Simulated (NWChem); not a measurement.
# CH8AlBSi (SMILES CB[SiH2][AlH2]): levels of theory compared

Wanted: a comparison of 3 runs (HF/def2-SVP, TPSSh/6-31G*, PBE0/def2-SVP) of CH8AlBSi. 

The calculation is run with NWChem 7.3.0.

### 1 Starting point

The species is CH8AlBSi (12 atoms), meant as a singlet with charge 0. SMILES: `CB[SiH2][AlH2]`. Geometry: relaxed at PBE0-D4/def2-TZVP. This is one conformer, not always the lowest.

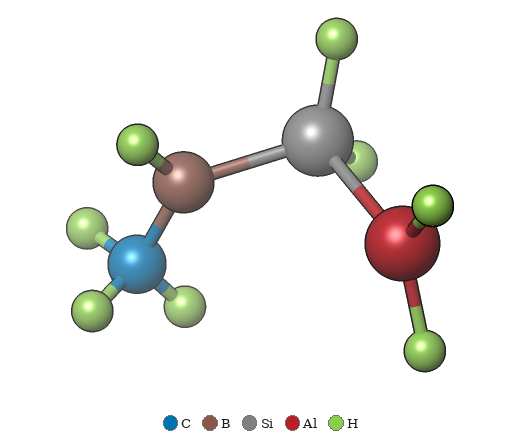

Viewed from a chosen angle; carbon blue, boron brown, silicon grey, aluminium red, hydrogen green.

### 2 Energy and forces at HF/def2-SVP (run 1)

The input, ch8albsi.xyz:

```xyz
12
CH8AlBSi
C     -1.089800     1.681300     0.152300
B     -0.058600     0.752000     0.853800
Si     1.343300    -0.270400    -0.124500
Al     0.176800    -2.383600    -0.613900
H     -2.101600     1.587800     0.558700
H     -1.122000     1.630400    -0.937100
H     -0.772800     2.703900     0.416000
H     -0.144800     0.594300     2.041800
H      1.725500     0.341400    -1.432900
H      2.576500    -0.559700     0.661800
H      0.400900    -3.679300     0.278400
H     -0.856500    -2.453000    -1.820400
```

The input, run.py:

```python
from ase.io import read
from ase.calculators.nwchem import NWChem

system = read('ch8albsi.xyz')

calc = NWChem(
    label='ch8albsi',
    theory='scf',
    memory='2200 mb',
    basis='def2-SVP',
    basispar='spherical bse',
    scf={'nopen': '0', 'rhf': None, 'thresh': '1e-08', 'maxiter': '80'},
)
system.calc = calc

forces = system.get_forces()
e = system.get_potential_energy()
print(f"E = {e:.6f} eV")
print("forces (eV/A):")
for s, f in zip(system.symbols, forces):
    print(f"{s:2s} {f[0]:10.5f} {f[1]:10.5f} {f[2]:10.5f}")
print("dipole (e A):", system.get_dipole_moment().round(4))
```

Run with:

```bash
$ export ASE_NWCHEM_COMMAND="nwchem PREFIX.nwi > PREFIX.nwo"
$ python run.py
```

Standard output:

```text
E = -16267.120184 eV
forces (eV/A):
C    -0.42624    0.48326   -0.13586
B     0.11750    0.08397    0.40490
Si    0.45884   -0.19947   -0.27146
Al   -0.08264   -0.34550   -0.10547
H     0.02047   -0.03872   -0.05651
H    -0.01913   -0.02967    0.02211
H     0.01440   -0.05451   -0.02905
H    -0.05250   -0.00144    0.10742
H     0.01753    0.02396    0.08310
H    -0.04021    0.06659   -0.02509
H    -0.03810    0.03913   -0.05996
H     0.03008   -0.02767    0.06592
dipole (e A): [-0.0957  0.1466  0.0144]
```

The calculator wrote ch8albsi.nwi:

```
title "ch8albsi"

permanent_dir ch8albsi

scratch_dir ch8albsi

start ch8albsi

geometry units angstrom nocenter noautosym noautoz
  C  -1.0898000000000001e+00 1.6813000000000000e+00 1.5229999999999999e-01
  B  -5.8599999999999999e-02 7.5200000000000000e-01 8.5380000000000000e-01
  Si 1.3432999999999999e+00 -2.7039999999999997e-01 -1.2450000000000000e-01
  Al 1.7680000000000001e-01 -2.3835999999999999e+00 -6.1390000000000000e-01
  H  -2.1015999999999999e+00 1.5878000000000001e+00 5.5869999999999997e-01
  H  -1.1220000000000001e+00 1.6304000000000001e+00 -9.3710000000000004e-01
  H  -7.7280000000000004e-01 2.7039000000000000e+00 4.1599999999999998e-01
  H  -1.4480000000000001e-01 5.9430000000000005e-01 2.0417999999999998e+00
  H  1.7255000000000000e+00 3.4139999999999998e-01 -1.4329000000000001e+00
  H  2.5764999999999998e+00 -5.5969999999999998e-01 6.6180000000000005e-01
  H  4.0089999999999998e-01 -3.6793000000000000e+00 2.7839999999999998e-01
  H  -8.5650000000000004e-01 -2.4529999999999998e+00 -1.8204000000000000e+00
end

memory 2200 mb

basis spherical bse noprint
   * library def2-SVP
end

scf
  nopen 0
  rhf
  thresh 1e-08
  maxiter 80
end

task scf gradient
```

ch8albsi.nwo (excerpt; [...] marks lines left out):

```text
[...]
      One-electron energy =  -1163.912215797102
[... 1 line left out ...]
 Nuclear repulsion energy =    169.484026593040
[... 41 lines left out ...]
                       ROHF Final Molecular Orbital Analysis
[... 270 lines left out ...]
     1   1 0 0     -0.180903      0.000000     26.414590
[...]
  wavefunction    =   RHF
                         RHF ENERGY GRADIENTS
    atom               coordinates                        gradient
                 x          y          z           x          y          z
   1 C      -2.059423   3.177196   0.287805    0.008289  -0.009398   0.002642
   2 B      -0.110738   1.421074   1.613448   -0.002285  -0.001633  -0.007874
   3 Si      2.538469  -0.510982  -0.235271   -0.008923   0.003879   0.005279
[... 8 lines of this table left out ...]
  12 H      -1.618550  -4.635498  -3.440057   -0.000585   0.000538  -0.001282
[...]
```

Wall time 18 s (1 thread of Intel Xeon 6975P-C (Granite Rapids), shared host); peak memory 0.1 GiB.

### 3 Energy and gradient at TPSSh/6-31G(d) (spherical functions) (run 2)

The input, run.py:

```python
from ase import Atoms
from ase.calculators.nwchem import NWChem

system = Atoms(['C', 'B', 'Si', 'Al', 'H', 'H', 'H', 'H', 'H', 'H', 'H', 'H'], positions=[
    [-1.089800, 1.681300, 0.152300],
    [-0.058600, 0.752000, 0.853800],
    [1.343300, -0.270400, -0.124500],
    [0.176800, -2.383600, -0.613900],
    [-2.101600, 1.587800, 0.558700],
    [-1.122000, 1.630400, -0.937100],
    [-0.772800, 2.703900, 0.416000],
    [-0.144800, 0.594300, 2.041800],
    [1.725500, 0.341400, -1.432900],
    [2.576500, -0.559700, 0.661800],
    [0.400900, -3.679300, 0.278400],
    [-0.856500, -2.453000, -1.820400],
])

calc = NWChem(
    label='input',
    theory='dft',
    memory='2200 mb',
    basis='6-31G*',
    basispar='spherical bse',
    dft={'xc': 'xctpssh', 'mult': '1', 'grid': 'xfine', 'convergence': 'energy 1e-08', 'iterations': '100', 'mulliken': None},
)
system.calc = calc

forces = system.get_forces()
print("Total energy (eV):", round(system.get_potential_energy(), 6))
print("forces (eV/A):")
for s, f in zip(system.symbols, forces):
    print(f"{s:2s} {f[0]:10.5f} {f[1]:10.5f} {f[2]:10.5f}")
print("dipole (e A):", system.get_dipole_moment().round(4))
```

Run with:

```bash
$ export ASE_NWCHEM_COMMAND="nwchem PREFIX.nwi > PREFIX.nwo"
$ python run.py
```

Standard output:

```text
Total energy (eV): -16317.659212
forces (eV/A):
C    -0.11611    0.12969   -0.04983
B     0.13725   -0.11606    0.26112
Si    0.14218   -0.09199   -0.08531
Al    0.04309   -0.00699   -0.01584
H    -0.13493   -0.00848    0.02273
H    -0.03481    0.01378   -0.12768
H     0.01949    0.11986    0.01039
H    -0.01610    0.01388   -0.01460
H     0.01640   -0.01224    0.04278
H    -0.01028    0.02041   -0.03754
H    -0.00818   -0.04710    0.02448
H    -0.03795   -0.01471   -0.03075
dipole (e A): [-0.1097  0.1325 -0.0169]
```

The calculator wrote input.nwi:

```
title "input"

permanent_dir input

scratch_dir input

start input

geometry units angstrom nocenter noautosym noautoz
  C  -1.0898000000000001e+00 1.6813000000000000e+00 1.5229999999999999e-01
  B  -5.8599999999999999e-02 7.5200000000000000e-01 8.5380000000000000e-01
  Si 1.3432999999999999e+00 -2.7039999999999997e-01 -1.2450000000000000e-01
  Al 1.7680000000000001e-01 -2.3835999999999999e+00 -6.1390000000000000e-01
  H  -2.1015999999999999e+00 1.5878000000000001e+00 5.5869999999999997e-01
  H  -1.1220000000000001e+00 1.6304000000000001e+00 -9.3710000000000004e-01
  H  -7.7280000000000004e-01 2.7039000000000000e+00 4.1599999999999998e-01
  H  -1.4480000000000001e-01 5.9430000000000005e-01 2.0417999999999998e+00
  H  1.7255000000000000e+00 3.4139999999999998e-01 -1.4329000000000001e+00
  H  2.5764999999999998e+00 -5.5969999999999998e-01 6.6180000000000005e-01
  H  4.0089999999999998e-01 -3.6793000000000000e+00 2.7839999999999998e-01
  H  -8.5650000000000004e-01 -2.4529999999999998e+00 -1.8204000000000000e+00
end

memory 2200 mb

basis spherical bse noprint
   * library 6-31G*
end

dft
  xc xctpssh
  mult 1
  grid xfine
  convergence energy 1e-08
  iterations 100
  mulliken
end

task dft gradient
```

input.nwo (excerpt; [...] marks lines left out):

```text
[...]
         Total DFT energy =     -599.662920402698
[...]
  wavefunction    = closed shell
                         DFT ENERGY GRADIENTS
    atom               coordinates                        gradient
                 x          y          z           x          y          z
   1 C      -2.059423   3.177196   0.287805    0.002258  -0.002522   0.000969
   2 B      -0.110738   1.421074   1.613448   -0.002669   0.002257  -0.005078
   3 Si      2.538469  -0.510982  -0.235271   -0.002765   0.001789   0.001659
[... 8 lines of this table left out ...]
  12 H      -1.618550  -4.635498  -3.440057    0.000738   0.000286   0.000598
[...]
```

Wall time 68 s (1 thread of Intel Xeon 6975P-C (Granite Rapids), shared host); peak memory 0.15 GiB.

### 4 Energy and gradient at PBE0/def2-SVP (run 3)

Changes to ch8albsi.xyz since step 2:

```diff
@@ -1,3 +1,3 @@
 12
-CH8AlBSi
+
 C     -1.089800     1.681300     0.152300
```

The input, ch8albsi.nw:

```
start ch8albsi
memory 2200 mb

geometry noautosym nocenter noautoz
  load format xyz ch8albsi.xyz
end

basis spherical bse
  C library def2-SVP
  B library def2-SVP
  Si library def2-SVP
  Al library def2-SVP
  H library def2-SVP
end

dft
  xc pbe0
  mult 1
  grid fine
  convergence energy 1e-08
  maxiter 100
  mulliken
  noprint "final vectors analysis"
end

task dft gradient
```

Run with:

```bash
$ nwchem ch8albsi.nw > ch8albsi.out
```

Standard output (excerpt; [...] marks lines left out):

```text
[...]
          Wavefunction type:  closed shell.
          No. of atoms     :    12
          No. of electrons :    46
[...]
          Charge           :     0
          Spin multiplicity:     1
[...]
          AO basis - number of functions:   104
[...]
              XC Information
              --------------
                         PBE0 Method XC Functional
                     Hartree-Fock (Exact) Exchange  0.250
          PerdewBurkeErnzerhof Exchange Functional  0.750
            Perdew 1991 LDA Correlation Functional  1.000 local
           PerdewBurkeErnz. Correlation Functional  1.000 non-local
[...]
 d= 0,ls=0.0,diis     1   -599.0639513778 -7.69D+02  6.08D-03  2.18D-01     2.8
[...]
 d= 0,ls=0.0,diis     8   -599.0989618618  2.69D-09  3.15D-06  9.84D-08    16.8
         Total DFT energy =     -599.098961861820
      One electron energy =    -1164.318800256141
           Coulomb energy =      447.378005075593
    Exchange-Corr. energy =      -51.642193274312
 Nuclear repulsion energy =      169.484026593040
[...]
      Total Density - Mulliken Population Analysis
     ---------------------------------------------
[...]
  wavefunction    = closed shell
                         DFT ENERGY GRADIENTS
    atom               coordinates                        gradient
                 x          y          z           x          y          z
   1 C      -2.059423   3.177196   0.287805   -0.001430   0.001866  -0.000322
   2 B      -0.110738   1.421074   1.613448   -0.000452  -0.000604   0.003221
   3 Si      2.538469  -0.510982  -0.235271    0.001187   0.000922  -0.000260
   4 Al      0.334104  -4.504351  -1.160103   -0.000626  -0.000268   0.000058
   5 H      -3.971448   3.000507   1.055790    0.004956   0.000466  -0.002319
   6 H      -2.120273   3.081009  -1.770862    0.000096   0.000186   0.005734
   7 H      -1.460380   5.109630   0.786126   -0.001594  -0.004243  -0.001487
   8 H      -0.273632   1.123064   3.858443    0.000174   0.000822  -0.005958
   9 H       3.260722   0.645152  -2.707788   -0.000643  -0.000954   0.002589
  10 H       4.868879  -1.057680   1.250621   -0.002280   0.000831  -0.001464
  11 H       0.757591  -6.952869   0.526100   -0.000132   0.000906  -0.000610
[...]
```

Wall time 23 s (1 thread of Intel Xeon 6975P-C (Granite Rapids), shared host); peak memory 0.12 GiB.

### 5 Overview of the runs

| run | level | iteration cap | module | energy (Eh) | dipole moment (D) | HOMO energy (eV) | LUMO energy (eV) | wall time |
| --- | --- | --- | --- | --- | --- | --- | --- | --- |
| 1 | HF/def2-SVP | 80 | scf | -597.805645 | 0.84 | -9.47 | 0.53 | 18 s |
| 2 | TPSSh/6-31G* (spherical functions) | 100 | dft | -599.662920 | 0.83 | -6.55 | -2.61 | 68 s |
| 3 | PBE0/def2-SVP | 100 | dft | -599.098962 | 0.85 | – | – | 23 s |

### 6 What came out

| quantity | value |
| --- | --- |
| run 3: total energy | -599.09896 Eh |
| run 3: dipole moment | 0.85 D |
| run 3: largest force on an atom | 0.309 eV/Å |

**Reading.** The dipole moment (its size) runs from 0.83 D (TPSSh/6-31G*) to 0.85 D (PBE0/def2-SVP). The two ends differ in method and basis. Totals of different functionals can't be ranked against each other. All runs together took 1.8 min, the longest 68 s.
